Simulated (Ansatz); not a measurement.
**wB97M-V/def2-SVP run of C3H9Ga (trimethylgallium (TMGa))**

Aim: the energy change on altering one bond length of C3H9Ga (trimethylgallium (TMGa)) at wB97M-V/def2-SVP, from 2 runs. 

The calculation is run with Ansatz 0.2.0.

58 further runs of the same task are left out: 3 that didn't finish, 55 set aside as unsound or not needed.

## Step 1: Starting point

The species is C3H9Ga (13 atoms), meant as a singlet with charge 0. SMILES: `C[Ga](C)C`. The shape is that of a PBE0-D4/def2-TZVP optimisation.

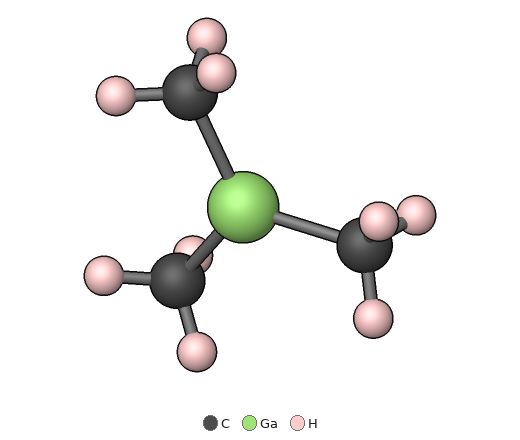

Viewed from a chosen angle; carbon dark grey, gallium green, hydrogen pink.

## Step 2: A single-point energy at wB97M-V/def2-SVP

Input file job.yaml:

```yaml
basis:
  gaussian:
    orbitals: def2-SVP
crystal:
  periodic: [false, false, false]
  atoms:
    - {symbol: C, position_ang: [-0.386610, 1.662740, -0.990030]}
    - {symbol: Ga, position_ang: [0.030950, -0.015220, -0.033330]}
    - {symbol: C, position_ang: [1.404300, -0.017040, 1.387570]}
    - {symbol: C, position_ang: [-0.984810, -1.662120, -0.433110]}
    - {symbol: H, position_ang: [0.495980, 2.295540, -1.105570]}
    - {symbol: H, position_ang: [-1.118900, 2.235600, -0.410630]}
    - {symbol: H, position_ang: [-0.822360, 1.479540, -1.974110]}
    - {symbol: H, position_ang: [2.207150, 0.693340, 1.179140]}
    - {symbol: H, position_ang: [1.838150, -1.007150, 1.540450]}
    - {symbol: H, position_ang: [0.944020, 0.286540, 2.334210]}
    - {symbol: H, position_ang: [-1.317660, -1.695390, -1.472580]}
    - {symbol: H, position_ang: [-1.882270, -1.692900, 0.194460]}
    - {symbol: H, position_ang: [-0.407960, -2.563490, -0.216480]}
hamiltonian:
  xc: {name: wB97M-V}
accuracy: high
output: {orbitals: {seedname: orbitals}}
```

Launch:

```sh
$ ansatz run job.yaml --threads 1 --pin off --max-ram 3480MiB --events-out events.jsonl --progress --plain --runs-dir runs
```

The log of the run:

```text
Warning: RAYON_NUM_THREADS=1 ignored (pool sized by the plan → 1); use --threads N
Functional definition: wB97M-V
  name "wB97M-V"
  parameter omega = 0.3/bohr
  parameter cx = 0.15
  parameter cx01 = 1.007
  parameter cx10 = 0.259
  parameter css00 = 0.443
  parameter css04 = -1.437
  parameter css10 = -4.535
  parameter css20 = -3.390
  parameter css43 = 4.278
  parameter cos00 = 1.000
  parameter cos10 = 1.358
  parameter cos20 = 2.924
  parameter cos21 = -8.812
  parameter cos60 = -1.390
  parameter cos61 = 9.142
  parameter b = 6.0
  parameter c = 0.01
  gx(w, u) = 1 - cx + cx01*u + cx10*w
  gss(w, u) = css00 + css04*u^4 + css10*w + css20*w^2 + css43*w^4*u^3
  gos(w, u) = cos00 + cos10*w + (cos20 + cos21*u)*w^2 + (cos60 + cos61*u)*w^6
  exchange = spin_sum(e_x_unif_sr(omega)*gx(b97_w, b97_u_x)) + cx*exact_x_sr(omega) + exact_x_lr(omega)
  correlation = spin_sum(e_c_pw_mod_same_spin*gss(b97_w, b97_u_same))
      + integral(e_c_pw_mod_opposite_spin*gos(b97_w_opposite, b97_u_opposite)) + vv10(b, c)
2831 factors; integrals over basis functions are off by at most 1.0e-8 eV
475 factors; integrals over basis functions are off by at most 2.5e-9 eV
mean field evaluation 1: about -55614.9282 eV, gradient 5.5e1 eV
mean field evaluation 2: about -55617.9269 eV, gradient 4.3e1 eV
mean field evaluation 4: about -55621.6952 eV, gradient 1.0e0 eV
mean field evaluation 8: about -55621.8128 eV, gradient 1.4e-2 eV
mean field evaluation 16: about -55621.8128 eV, gradient 3.1e-6 eV
mean field -55621.81275652 eV, -2044.0639169833 hartree, gradient 7.4e-8 eV, S^2 0.000000; 0 other end points of the search recorded, 0 dependent functions left out
reference -55621.81276184 eV, -2044.0639171789 hartree; 29, 29 occupied and 90, 90 virtual orbitals, 2831 factors
Total energy: -55621.81276184 eV, -2044.0639171789 hartree
```

Run time: 2.1 min. Hardware: 1 thread of Intel Xeon Platinum 8259CL at 2.50GHz (Skylake/Cascade Lake), shared host; peak memory 0.92 GiB.

## Step 3: The distorted shape at the same level

Input file in.yaml:

```yaml
basis:
  gaussian:
    orbitals: def2-SVP
crystal:
  periodic: [false, false, false]
  atoms:
    - {symbol: C, position_ang: [-0.251975, 1.667358, -1.084177]}
    - {symbol: Ga, position_ang: [0.165585, -0.010602, -0.127477]}
    - {symbol: C, position_ang: [1.538935, -0.012422, 1.293423]}
    - {symbol: C, position_ang: [-0.850175, -1.657502, -0.527257]}
    - {symbol: H, position_ang: [0.630615, 2.300158, -1.199717]}
    - {symbol: H, position_ang: [-0.984265, 2.240218, -0.504777]}
    - {symbol: H, position_ang: [-0.687725, 1.484158, -2.068257]}
    - {symbol: H, position_ang: [2.341785, 0.697958, 1.084993]}
    - {symbol: H, position_ang: [1.972785, -1.002532, 1.446303]}
    - {symbol: H, position_ang: [1.078655, 0.291158, 2.240063]}
    - {symbol: H, position_ang: [-1.183025, -1.690772, -1.566727]}
    - {symbol: H, position_ang: [-1.882270, -1.692900, 0.194460]}
    - {symbol: H, position_ang: [-0.273325, -2.558872, -0.310627]}
hamiltonian:
  xc: {name: wB97M-V}
accuracy: high
output:
  orbitals: {seedname: orbitals}
```

Launch:

```sh
$ ansatz run in.yaml --threads 1 --pin off --max-ram 3480MiB --events-out events.jsonl --progress --plain --runs-dir runs
```

The log of the run (excerpt; [...] marks lines left out):

```text
Warning: RAYON_NUM_THREADS=1 ignored (pool sized by the plan → 1); use --threads N
[... 2 set-up lines as earlier in the session ...]
[...]
  gx(w, u) = 1 - cx + cx01*u + cx10*w
  gss(w, u) = css00 + css04*u^4 + css10*w + css20*w^2 + css43*w^4*u^3
  gos(w, u) = cos00 + cos10*w + (cos20 + cos21*u)*w^2 + (cos60 + cos61*u)*w^6
[...]
      + integral(e_c_pw_mod_opposite_spin*gos(b97_w_opposite, b97_u_opposite)) + vv10(b, c)
2829 factors; integrals over basis functions are off by at most 9.7e-9 eV
477 factors; integrals over basis functions are off by at most 2.2e-9 eV
[...]
mean field -55621.51127703 eV, -2044.0528378165 hartree, gradient 4.3e-8 eV, S^2 0.000000; 0 other end points of the search recorded, 0 dependent functions left out
reference -55621.51128238 eV, -2044.0528380131 hartree; 29, 29 occupied and 90, 90 virtual orbitals, 2829 factors
Total energy: -55621.51128238 eV, -2044.0528380131 hartree
```

Wall time 1.9 min (1 thread of Intel Xeon Platinum 8259CL at 2.50GHz (Skylake/Cascade Lake), shared host); peak memory 0.92 GiB.

## Step 4: What came out

Level: wB97M-V/def2-SVP.

```
                                                          quantity           value
                                         first shape: total energy  -2044.06392 Eh
                                          first shape: HOMO energy        -9.59 eV
                                          first shape: LUMO energy         1.21 eV
                                        first shape: HOMO–LUMO gap        10.80 eV
                                     distorted shape: total energy  -2044.05284 Eh
                                      distorted shape: HOMO energy        -9.61 eV
                                      distorted shape: LUMO energy         1.18 eV
                                    distorted shape: HOMO–LUMO gap        10.79 eV
energy change with the C4–H12 bond stretched from 1.096 to 1.260 Å        0.301 eV
```

In words: With the C4–H12 bond stretched from 1.096 to 1.260 Å the energy rises by 0.30 eV (7.0 kcal/mol). The first shape isn't relaxed at this level, so the change isn't measured from a minimum.
